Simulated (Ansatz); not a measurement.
# CdInCl3 (model cell, started as cubic perovskite with Cd in the octahedra): following an unstable mode

Wanted: the energy along a soft mode of CdInCl3 (model cell, started as cubic perovskite with Cd in the octahedra) and the structure at the end.

Method: DFT PBEsol, scalar-relativistic, plane waves, PAW; PAW set soft_1, in Ansatz 0.2.0.

The structure was built from a prototype and need not be the compound's stable phase.

### 1. Starting point

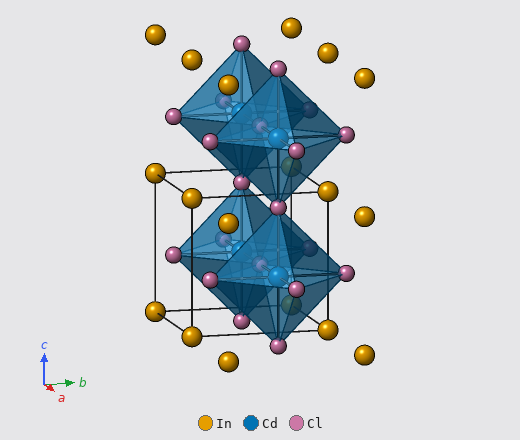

Start, viewed slightly off an axis; indium orange, cadmium blue, chlorine pink. 2×1×2 cells are drawn. Some periodic images of atoms are drawn too.

Structure file:

```cif
data_structure
_symmetry_space_group_name_H-M 'Pm-3m'
_symmetry_Int_Tables_number 221
_cell_length_a 5.1238
_cell_length_b 5.1238
_cell_length_c 5.1238
_cell_angle_alpha 90.000
_cell_angle_beta 90.000
_cell_angle_gamma 90.000
_cell_volume 134.52
loop_
_atom_site_label
_atom_site_type_symbol
_atom_site_symmetry_multiplicity
_atom_site_Wyckoff_symbol
_atom_site_fract_x
_atom_site_fract_y
_atom_site_fract_z
_atom_site_occupancy
In1 In 1 a 0.00000 0.00000 0.00000 1
Cd1 Cd 1 b 0.50000 0.50000 0.50000 1
Cl1 Cl 3 c 0.50000 0.50000 0.00000 1
```

### 2. The dispersion

The cell comes from relaxations at this level that are not shown. Stability and thermal properties need the whole zone. Linear response on a 2×2×2 q mesh gives force constants as far as a supercell of that size would, and the tensors from the zone-centre run are typed in so that the long-range dipole term is interpolated apart.

The input, input.yaml:

```yaml
crystal:
  lattice:
    - [5.1238010624, 0.0, 0.0]
    - [0.0, 5.1238010624, 0.0]
    - [0.0, 0.0, 5.1238010624]
  atoms:
    - { symbol: In, position: [0.0, 0.0, 0.0] }
    - { symbol: Cd, position: [0.5, 0.5, 0.5] }
    - { symbol: Cl, position: [0.5, 0.5, 0.0] }
    - { symbol: Cl, position: [0.5, 0.0, 0.5] }
    - { symbol: Cl, position: [0.0, 0.5, 0.5] }
kpoints:
  mp_grid: { grid: [6, 6, 6] }
hamiltonian:
  xc: pbesol
  pseudopotentials: { kind: paw, azcp: { folder: soft_1 }, xc_functional: pbe }
scf:
  occupations: { method: fixed }
output:
  eigenvalues: true
phonons:
  method: dfpt
  qmesh: [2, 2, 2]
  temperatures: { t_max: 1000, t_step: 50 }
  qpath:
    path:
      - [[0.0, 0.0, 0.0], [0.0, 0.5, 0.0], [0.5, 0.5, 0.0], [0.0, 0.0, 0.0], [0.5, 0.5, 0.5], [0.0, 0.5, 0.0]]
      - [[0.5, 0.5, 0.5], [0.5, 0.5, 0.0]]
    npoints: 10
  non_analytic_term:
    high_frequency_dielectric_tensor: [[4.407, 0.0, 0.0], [0.0, 4.407, 0.0], [0.0, 0.0, 4.407]]
    born_effective_charges:
      - { species: In, tensor: [[1.9655, 0.0, 0.0], [0.0, 1.9655, 0.0], [0.0, 0.0, 1.9655]] }
      - { species: Cd, tensor: [[2.6902, 0.0, 0.0], [0.0, 2.6902, 0.0], [0.0, 0.0, 2.6902]] }
      - { species: Cl, tensor: [[-1.2486, 0.0, 0.0], [0.0, -1.2486, 0.0], [0.0, 0.0, -2.1585]] }
      - { species: Cl, tensor: [[-1.2486, 0.0, 0.0], [0.0, -2.1585, 0.0], [0.0, 0.0, -1.2486]] }
      - { species: Cl, tensor: [[-2.1585, 0.0, 0.0], [0.0, -1.2486, 0.0], [0.0, 0.0, -1.2486]] }
    source: "zone-centre run at this cell"
```

The run is started by

```bash
$ ansatz run input.yaml --threads 4 --pin off --max-ram 16384MiB --backend cpu --events-out ev --progress --plain --runs-dir out
```

Numbers of over 12 decimals in the logs are rounded to 6 here.

What it wrote:

```text
Engine: ansatz 0.2.0, aarch64-unknown-linux-gnu
Pseudopotentials: kind: paw
Pseudopotential: In, paw, valence charge 13, recommended cutoff 420 eV (normal), soft_1/In.paw.azcp
Pseudopotential: Cd, paw, valence charge 20, recommended cutoff 420 eV (normal), soft_1/Cd.paw.azcp
Pseudopotential: Cl, paw, valence charge 7, recommended cutoff 420 eV (normal), soft_1/Cl.paw.azcp
Functional definition: PBEsol
  exchange = pbesol_x
  correlation = pbesol_c
Crystal: 5 atoms, lattice volume = 134.517 Å³
Basis set: ecut = 420 eV, 2601 PW (Γ), exchange–correlation on 72×72×72 points (8 copies of the dense FFT grid, shifted against one another)
Bands: 33, of which v1, the nominal top of the filled ones, is band 27 counted from 1 (26 counted from 0)
Symmetry: 48 space group operations
k-points: 20 of 216
Non-local potential: In, projectors of the file, l = 0: 2, l = 1: 2, l = 2: 2, l = 3: 1
Non-local potential: Cd, projectors of the file, l = 0: 3, l = 1: 2, l = 2: 2, l = 3: 1
Non-local potential: Cl, projectors of the file, l = 0: 2, l = 1: 2, l = 2: 1
PAW form: soft (Blöchl's): semilocal exchange-correlation on the pseudo side does not see the compensation charge
PAW frozen core: In, regenerated for the run's functional, and the local potential with it (the file was generated under x = pbe(κ = 0.804, μ = 0.219515), c = pbe(β = 0.066725))
PAW frozen core: Cd, regenerated for the run's functional, and the local potential with it (the file was generated under x = pbe(κ = 0.804, μ = 0.219515), c = pbe(β = 0.066725))
PAW frozen core: Cl, regenerated for the run's functional, and the local potential with it (the file was generated under x = pbe(κ = 0.804, μ = 0.219515), c = pbe(β = 0.066725))
PAW one-centre angular grid: In, 590 points (default); XC on 64 Gauss nodes
PAW one-centre angular grid: Cd, 590 points (default); XC on 64 Gauss nodes
PAW one-centre angular grid: Cl, 110 points (default); XC on 64 Gauss nodes
Initial density: superposition of atomic densities (chi_scale 0.1, normalization cell, long waves kept (reshape's long-wave potential 0.01 eV rms))
Initial wavefunctions: pseudopotential atomic-orbital guess
Functional: x = pbesol(κ = 0.804, μ = 0.123457), c = pbesol(β = 0.046)
SCF iter   1: F=—  HF=-16897.999296 eV  |F-HF|=—  |Δ(HF+E_count)|=         —  Δρ=5.12e-2  dr2=3.92e0  ethr=3.10e-3  ⟨swp⟩=4.8  Hψ=2312  notcnv=0  defer=63
preconditioner: auto → Resta (q_TF=auto, 2.343 Å⁻¹)  ε∞=3.7  [insulator: Δε(μ)=1.014 eV  Ē_g=13.207 eV  n_scr=26 (ndim 8)  ℏωp=21.7 eV  f_vac=0.015  ε∞_Penn≈3.7]
SCF iter   2: F=—  HF=-16896.565171 eV  |F-HF|=—  |Δ(HF+E_count)|=    1.43e0  Δρ=1.33e-2  dr2=2.53e-1  ethr=3.10e-3  ⟨swp⟩=3.0  Hψ=1490  notcnv=0  defer=64
SCF iter   3: F=—  HF=-16896.486443 eV  |F-HF|=—  |Δ(HF+E_count)|=   7.87e-2  Δρ=5.45e-3  dr2=3.42e-2  ethr=4.68e-4  ⟨swp⟩=3.0  Hψ=1120  notcnv=0  defer=73
SCF iter   4: F=—  HF=-16896.478995 eV  |F-HF|=—  |Δ(HF+E_count)|=   7.45e-3  Δρ=9.59e-4  dr2=1.62e-3  ethr=6.34e-5  ⟨swp⟩=3.2  Hψ=1247  notcnv=0  defer=74
SCF iter   5: F=—  HF=-16896.479109 eV  |F-HF|=—  |Δ(HF+E_count)|=   1.14e-4  Δρ=3.32e-4  dr2=1.37e-4  ethr=3.00e-6  ⟨swp⟩=2.5  Hψ=1093  notcnv=0  defer=75
SCF iter   6: F=—  HF=-16896.479202 eV  |F-HF|=—  |Δ(HF+E_count)|=   9.29e-5  Δρ=7.50e-5  dr2=9.19e-6  ethr=2.54e-7  ⟨swp⟩=2.0  Hψ=985  notcnv=0  defer=74
SCF iter   7: F=—  HF=-16896.479212 eV  |F-HF|=—  |Δ(HF+E_count)|=   1.04e-5  Δρ=2.35e-5  dr2=8.93e-7  ethr=1.70e-8  ⟨swp⟩=2.0  Hψ=1081  notcnv=0  defer=52
SCF iter   8: F=—  HF=-16896.479211 eV  |F-HF|=—  |Δ(HF+E_count)|=   1.06e-6  Δρ=5.37e-6  dr2=7.53e-8  ethr=1.65e-9  ⟨swp⟩=2.0  Hψ=1020  notcnv=0  defer=39
SCF iter   9: F=—  HF=-16896.479211 eV  |F-HF|=—  |Δ(HF+E_count)|=   1.23e-7  Δρ=1.03e-6  dr2=1.69e-9  ethr=1.39e-10  ⟨swp⟩=2.0  Hψ=1049  notcnv=0  defer=39
SCF iter  10: F=—  HF=-16896.479211 eV  |F-HF|=—  |Δ(HF+E_count)|=   2.07e-9  Δρ=2.86e-7  dr2=8.68e-11  ethr=3.13e-12  ⟨swp⟩=2.0  Hψ=1039  notcnv=0  defer=39
SCF iter  11: F=—  HF=-16896.479211 eV  |F-HF|=—  |Δ(HF+E_count)|=  1.27e-10  Δρ=1.51e-7  dr2=2.48e-11  ethr=1.00e-12  ⟨swp⟩=15.5  Hψ=4491  notcnv=0
SCF iter  12: F=-16896.479211 eV  HF=-16896.479211 eV  |F-HF|=0.00e0  |Δ(HF+E_count)|=  1.46e-11  Δρ=1.54e-8  dr2=1.59e-13  ethr=1.00e-12  ⟨swp⟩=6.0  Hψ=2896  notcnv=0
SCF 1 converged in 12 iterations: F = -16896.479211 eV  dr2 = 1.59e-13
  greatest PAW one-centre occupation: 1.000 electrons in one spin orbital (limit 2), on the Cd atom at site 1 (counted from 0), in its partial waves of l = 0
NSCF: frozen V_eff on 20 k-points
NSCF: frozen V_eff on 64 k-points
DFPT response loops at q = (0, 0, 0) (fractional): preconditioner auto → Resta (q_TF=auto, 2.343 Å⁻¹)  ε∞=5.8 (no band partly filled); β = 1.00, the filter's whole step (`scf.mixing.beta` (0.50) is not read by the response loops at its default; to damp them type it under 1.00, their step now; it binds the ground state too); Broyden in place of MSR1
NSCF: frozen V_eff on 128 k-points
DFPT response loops at q = (0, 0, -0.5) (fractional): mixed as the last ones told, above
NSCF: frozen V_eff on 128 k-points
DFPT response loops at q = (0, -0.5, -0.5) (fractional): mixed as the last ones told, above
NSCF: frozen V_eff on 128 k-points
DFPT response loops at q = (-0.5, -0.5, -0.5) (fractional): mixed as the last ones told, above
SCF converged after 12 iterations
Free energy (F): -16896.479211 eV
Harris-Foulkes:  -16896.479211 eV  (|F-HF|=0.00e0)
Internal energy: -16896.479211 eV  (E = F + TS)
E sigma→0 (E₀):  -16896.479211 eV
Fermi energy:    3.915982 eV
--- Per-component energies (eV) ---
  E_band       = -666.048599
  E_kinetic    = 1109.343946
  E_local      = -6364.348256  (includes V_loc(G=0)·N_el)
  E_nonlocal   = 548.714932
  E_hartree    = 2753.442848
  E_xc         = -616.019419
  E_vxc        = -632.291173  (∫ρ·V_xc dr)
  E_paw        = -10087.037370  (= ΣΔE_a)
  E_vpaw       = -834.354566  (= ΣTr[D̂ρ^β])
  E_aug_tail   = 0.000832  (compensation charges beyond the density's cutoff)
  E_ewald      = -4241.389884
  E_core_change = 0.813161  (= ΣΔE_core)
  E_smearing   = -0.000000  (= −TS)
  E_closure    = -0.000000  (closes the sum)
  Σ components = -16896.479211   (vs F -16896.479211, Δ=0.00e0)
--- Band table (eV; the first three rows and the last of 20) ---
  k-point 0: bands = [... 23 lower, 2.8508, 2.9131, 2.9131, 2.9131, 5.7042, 9.7165, 9.7165, 9.7165, ... 2 higher]
  k-point 1: bands = [... 23 lower, 2.8115, 2.9085, 2.9085, 3.0922, 6.2750, 8.9593, 9.4883, 9.4883, ... 2 higher]
  k-point 2: bands = [... 23 lower, 2.7237, 2.9376, 2.9376, 3.5544, 7.5691, 7.9360, 9.1346, 9.1346, ... 2 higher]
  k-point 19: bands = [... 23 lower, 3.5251, 3.5251, 3.9160, 3.9160, 9.4618, 9.4618, 9.4618, 10.0811, ... 2 higher]
--- Phonons (Γ-DFPT): 4 representative perturbations + reference (Σ response iterations 12) ---
  ASR residual: 3.156e-5 → 0.000e0 eV/Å²; symmetrization residual: 1.941e-5 eV/Å²
  ASR residual per site (eV/Å²): 1.62e-5 3.16e-5 1.78e-5 1.78e-5 1.78e-5
  Γ frequencies (cm⁻¹): -56.45 -56.45 -56.45 0.00 0.00 0.00 36.14 36.14 36.14 53.22 53.22 53.22 265.25 265.25 265.25
--- Phonons (arbitrary-q DFPT): 4 irreducible q on the 2×2×2 mesh ---
  q = [0.0000, 0.0000, 0.0000] (star 1, of the zone-centre solve; hermiticity 5.05e-6, symmetrization 6.38e-12): -56.45 -56.45 -56.45 -0.00 0.00 0.00 36.14 36.14 36.14 53.22 53.22 53.22 265.25 265.25 265.25
  q = [0.0000, 0.0000, -0.5000] (star 3, 9 solved perturbations in 504 linear systems a pass and spin channel, the states on 64 of 216 k-point pairs; hermiticity 2.74e-6, symmetrization 1.76e-7): -41.23 -41.23 22.40 22.40 42.61 43.25 51.03 51.03 53.23 53.23 94.69 139.68 265.23 265.54 265.54
  q = [0.0000, -0.5000, -0.5000] (star 3, 9 solved perturbations in 504 linear systems a pass and spin channel, the states on 64 of 216 k-point pairs; hermiticity 5.72e-6, symmetrization 1.88e-9): -71.70 -46.82 -46.82 -27.96 52.08 52.08 54.39 65.86 65.86 111.01 137.72 137.72 168.99 265.82 293.80
  q = [-0.5000, -0.5000, -0.5000] (star 1, 4 solved perturbations in 184 linear systems a pass and spin channel, the states on 64 of 216 k-point pairs; hermiticity 2.02e-6, symmetrization 7.99e-9): -71.40 -71.40 -71.40 -42.89 -42.89 -42.89 93.21 93.21 93.21 139.11 139.11 139.11 168.30 168.30 312.87
  sum rule: each row above includes the acoustic sum rule's correction from the zone centre's row sums; it moved no ω² by more than (0.37 cm⁻¹)²
  mesh force constants: q→R imaginary residual 4.87e-18; ASR residual 3.156e-5 → 0.000e0 eV/Å²; symmetrization residual 1.066e-14 eV/Å²
  interpolated dispersion: 63 rows × 15 modes
  density of states and harmonic sums: on the 12×12×12 q-mesh, interpolated from the force constants of a 2×2×2 supercell (with the dipole–dipole term of supplied tensors)
  largest difference from the sums on the solved wave vectors: F 1.25e-1 eV, S 1.66e-4 and C_V 4.83e-5 eV/K
  zero-point energy: 0.083060 eV/cell   skipped modes (ω ≤ 0): 350, of them read as no rigid motion or as one in doubt: 347 (4.233e0 modes/cell left out, lowest -71.70 cm⁻¹)   left out of the sums: 2.82e-1 of the cell's modes: C_V's classical limit lies that fraction below 3 k_B per atom; for a crystal, a wire or a layer, F and S can be off by more, and a phonons.interpolated_qmesh denser along its periods is the remedy for the sampling
```

The job ended after 2.2 min (4 threads of Arm Neoverse V2, shared host; peak memory 1.1 GiB; 8.5 min of CPU time).

The column dr2 measures how far the density is from self-consistency, as an energy; F and HF (Harris–Foulkes) agree once it is small.

This step gave:

| Quantity | Value |
| --- | --- |
| gap on the k-mesh | 1.788 eV |
| volume per atom | 26.90 Å³ |
| sum-rule residual before enforcement | 3.16e-5 eV/Å² |
| lowest frequency on the path | -71.70 cm⁻¹ |
| point group | m-3m |
| highest frequency on the path or at a solved wavevector | 312.9 cm⁻¹ |
| highest optical mode at the zone centre (no LO-TO term) | 265.2 cm⁻¹ |
| lowest optical zone-centre mode | -56.45 cm⁻¹ |
| lowest mode on the q mesh (acoustic modes at Γ apart) | -71.7 cm⁻¹ |

Frequencies (cm⁻¹) solved at each irreducible wavevector; negative means imaginary. Frequencies by wavevector, by row:

```csv
q in reciprocal lattice units,star,mode 1,mode 2,mode 3,mode 4,mode 13,mode 14,mode 15
0 0 0,1,-56.5,-56.5,-56.5,0,265.2,265.2,265.2
0 0 -0.5,3,-41.2,-41.2,22.4,22.4,265.2,265.5,265.5
0 -0.5 -0.5,3,-71.7,-46.8,-46.8,-28,169,265.8,293.8
-0.5 -0.5 -0.5,1,-71.4,-71.4,-71.4,-42.9,168.3,168.3,312.9
```

Interpolated from a 2×2×2 q mesh, with the LO-TO term (at Γ the limit along the path; where Γ stands inside the path, tables give the limit on arrival). Phonon branches along the path, in cm⁻¹:

```csv
point,branch 1,branch 2,branch 3,branch 4,branch 12,branch 13,branch 14,branch 15
Γ,-56,-56,0,0,106,265,265,290
X,-41,-41,22,22,140,265,266,266
M,-72,-47,-47,-28,138,169,266,294
Γ,-56,-56,0,0,106,265,265,290
R,-71,-71,-71,-43,139,168,168,313
X,-41,-41,22,22,140,265,266,266
jump to R,-71,-71,-71,-43,139,168,168,313
M,-72,-47,-47,-28,138,169,266,294
```

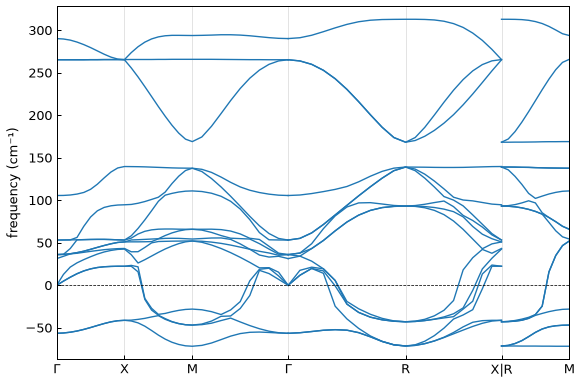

Phonon branches along the path.

Symmetry leaves 4 wavevectors to solve. The lowest mode among them, the acoustic zeros apart, lies at q = (0, -0.5, -0.5) and is imaginary, 71.7i cm⁻¹, so the energy falls along it.

### 3. The mode frozen in, largest atomic shift 0 Å

The mode followed lies at q = (-0.5, -0.5, -0.5) with frequency 71.4i cm⁻¹ and is 3-fold degenerate, one of the unstable modes though not the softest. At small amplitude the distorted cell has space group no. 140 by a symmetry search on the positions. The undistorted cell that holds it gives the zero of energy on the same k mesh.

System of this step: CdInCl3 (model cell, started as cubic perovskite with Cd in the octahedra). Symmetry: Pm-3m, No. 221, cubic system. Conventional cell: a = 5.124 Å, b = 5.124 Å, c = 5.124 Å, α = 90.00°, β = 90.00°, γ = 90.00°. Nearest to In lie 12 Cl at 3.62 Å. Nearest to Cd lie 6 Cl at 2.56 Å. Nearest to Cl lie 2 Cd at 2.56 Å. Farther neighbours and most contacts between anions are not listed.

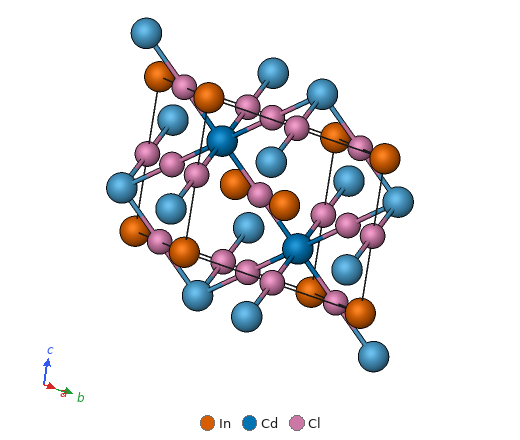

The cell of this step (indium orange, cadmium blue, chlorine pink). Some periodic images of atoms are drawn too.

The input, input.yaml:

```yaml
crystal:
  lattice:
    - [5.1238010624, 5.1238010624, 0.0]
    - [5.1238010624, 0.0, 5.1238010624]
    - [5.1238010624, 0.0, -5.1238010624]
  atoms:
    - { symbol: In, position: [0.0, 0.0, 0.0] }
    - { symbol: In, position: [0.0, 0.5, 0.5] }
    - { symbol: Cd, position: [0.5, 0.25, 0.75] }
    - { symbol: Cd, position: [0.5, 0.75, 0.25] }
    - { symbol: Cl, position: [0.5, 0.5, 0.5] }
    - { symbol: Cl, position: [0.5, 0.0, 0.0] }
    - { symbol: Cl, position: [0.0, 0.0, 0.5] }
    - { symbol: Cl, position: [0.0, 0.5, 0.0] }
    - { symbol: Cl, position: [0.5, 0.5, 0.0] }
    - { symbol: Cl, position: [0.5, 0.0, 0.5] }
kpoints:
  mp_grid: { grid: [6, 6, 6] }
hamiltonian:
  xc: pbesol
  pseudopotentials: { kind: paw, azcp: { folder: soft_1 }, xc_functional: pbe }
scf:
  occupations: { method: gaussian, width: 0.02 }
output:
  forces: true
  stress: true
  eigenvalues: true
```

What it wrote:

```text
[...]
Crystal: 10 atoms, lattice volume = 269.034 Å³
Basis set: ecut = 420 eV, 5209 PW (Γ), exchange–correlation on 100×100×100 points (8 copies of the dense FFT grid, shifted against one another)
Bands: 65, of which v1, the nominal top of the filled ones, is band 54 counted from 1 (53 counted from 0)
Symmetry: 96 space group operations
[...]
k-points: 16 of 216
[...]
k-point 0: bands = [... 50 lower, 3.5251, 3.5251, 3.9160, 3.9160, 5.7042, 9.4618, 9.4618, 9.4618, ... 4 higher]
  k-point 1: bands = [... 50 lower, 3.4060, 3.4742, 3.7324, 3.7324, 6.1210, 8.9739, 9.1840, 9.3429, ... 4 higher]
  k-point 2: bands = [... 50 lower, 3.3401, 3.3708, 3.4885, 3.4885, 7.0454, 8.2354, 8.3193, 9.1680, ... 4 higher]
  k-point 15: bands = [... 50 lower, 3.3783, 3.5853, 3.7018, 3.7988, 7.7078, 8.2503, 8.4537, 8.6275, ... 4 higher]
[key lines of the parts left out:]
SCF converged after 9 iterations
Free energy (F): -33792.958438 eV
Fermi energy:    4.810174 eV
P = ⅓ Tr σ = -0.0029 GPa (-0.029 kbar)
```

Wall time 3.7 s (4 threads); peak memory 0.79 GiB; 14 s of CPU time.

This step gave:

| Item | Value |
| --- | --- |
| pressure | -0.002865 GPa |
| energy from the undistorted cell | 0 meV/atom |

At this level the gap is 1.79 eV on the k-mesh of the self-consistent run, which can miss the band edges.

### 4. The mode frozen in, largest atomic shift 0.6 Å

The atoms are moved along the unstable eigenvector, the largest shift by 0.6 Å, with the cell fixed.

input.yaml, the sections that differ from step 3:

```yaml
crystal:
  lattice:
    - [5.1238010624, 5.1238010624, 0.0]
    - [5.1238010624, 0.0, 5.1238010624]
    - [5.1238010624, 0.0, -5.1238010624]
  atoms:
    - { symbol: In, position: [0.0, 0.0, 0.0] }
    - { symbol: In, position: [0.0, 0.5, 0.5] }
    - { symbol: Cd, position: [0.5, 0.25, 0.75] }
    - { symbol: Cd, position: [0.5, 0.75, 0.25] }
    - { symbol: Cl, position: [0.5, 0.5585502826, 0.5585502826] }
    - { symbol: Cl, position: [0.5, -0.0585502826, -0.0585502826] }
    - { symbol: Cl, position: [0.0, 0.0, 0.5] }
    - { symbol: Cl, position: [0.0, 0.5, 0.0] }
    - { symbol: Cl, position: [0.5, 0.4414497174, 0.0585502826] }
    - { symbol: Cl, position: [0.5, 0.0585502826, 0.4414497174] }
# kpoints, hamiltonian, scf, output: as in step 3
```

What it wrote:

```text
[...]
Crystal: 10 atoms, lattice volume = 269.034 Å³
Basis set: ecut = 420 eV, 5209 PW (Γ), exchange–correlation on 100×100×100 points (8 copies of the dense FFT grid, shifted against one another)
Bands: 65, of which v1, the nominal top of the filled ones, is band 54 counted from 1 (53 counted from 0)
Symmetry: 16 space group operations
[...]
k-points: 30 of 216
[...]
k-point 0: bands = [... 50 lower, 3.3407, 3.4991, 3.7174, 3.8076, 5.9087, 9.5280, 9.5280, 9.5745, ... 4 higher]
  k-point 1: bands = [... 50 lower, 3.3817, 3.5485, 3.6108, 3.8395, 6.1803, 9.1138, 9.1757, 9.3830, ... 4 higher]
  k-point 2: bands = [... 50 lower, 3.2082, 3.3052, 3.9366, 3.9518, 6.8949, 8.4310, 8.4760, 8.9597, ... 4 higher]
  k-point 29: bands = [... 50 lower, 3.0039, 3.4979, 3.7910, 4.3219, 8.1371, 8.6274, 8.6274, 8.6927, ... 4 higher]
[key lines of the parts left out:]
SCF converged after 8 iterations
Free energy (F): -33793.185660 eV
Fermi energy:    5.115292 eV
P = ⅓ Tr σ = -0.6803 GPa (-6.803 kbar)
```

It took 6.3 s on 4 threads; peak memory 0.9 GiB.

This step gave:

| Property | Result |
| --- | --- |
| pressure | -0.6803 GPa |
| gap on the k-mesh | 1.587 eV |
| energy from the undistorted cell | -22.72 meV/atom |

The energy, extrapolated to zero smearing, is -22.72 meV/atom against the undistorted cell.

The run ends at a pressure of -0.68 GPa, with forces up to 0.0075 eV/Å.

(Continued in part 2 of 3.)

[Logs are printed without paths, hosts, clocks, repeated set-up lines and the standing remarks that a program may print on its own settings, such as how far it seeks lower states.]

[Hosts, paths, dates, database ids (printed as entryN), source tags and the programs' standing remarks are cut or masked in the printed files.]
